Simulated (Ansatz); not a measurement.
MoSe (Fm-3m, No. 225): the input geometry of a calculation; the starting structure was generated, so it need not be a known form of this composition.

```cif
data_structure
_symmetry_space_group_name_H-M 'Fm-3m'
_symmetry_Int_Tables_number 225
_cell_length_a 5.3400
_cell_length_b 5.3400
_cell_length_c 5.3400
_cell_angle_alpha 90.000
_cell_angle_beta 90.000
_cell_angle_gamma 90.000
_cell_volume 152.27
loop_
_atom_site_label
_atom_site_type_symbol
_atom_site_symmetry_multiplicity
_atom_site_Wyckoff_symbol
_atom_site_fract_x
_atom_site_fract_y
_atom_site_fract_z
_atom_site_occupancy
Mo1 Mo 4 b 0.50000 0.00000 0.00000 1
Se1 Se 4 a 0.00000 0.00000 0.00000 1
```

Q: What will a dark-field STEM-like image along [210] show? Simulation: incoherent imaging, intensity Z^1.7 per atom, probe width 0.76 Å, thin sample. The probe carries 15 % of its weight in a tail 2.5 times as wide. Shot noise was added.

A: The columns repeat on a rectangular net of 1.19 × 2.67 Å (plane group p2mm). All columns are alike (Mo + Se). The shortest distance between visible columns is 1.19 Å in projection. Along the beam the structure repeats every 11.94 Å.

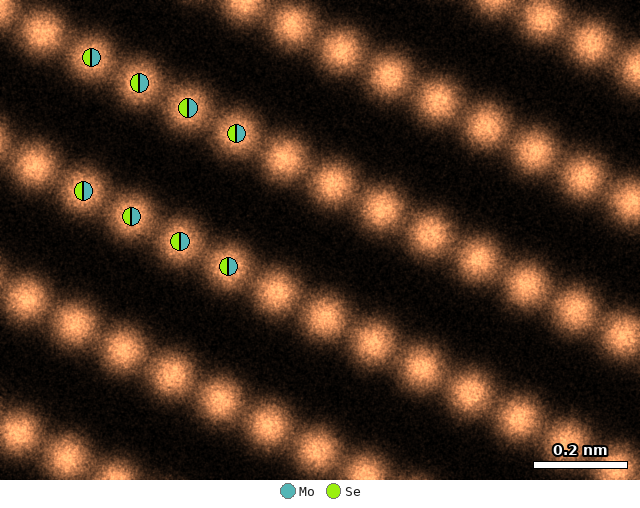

The simulated image, with the columns of the model marked in one corner.
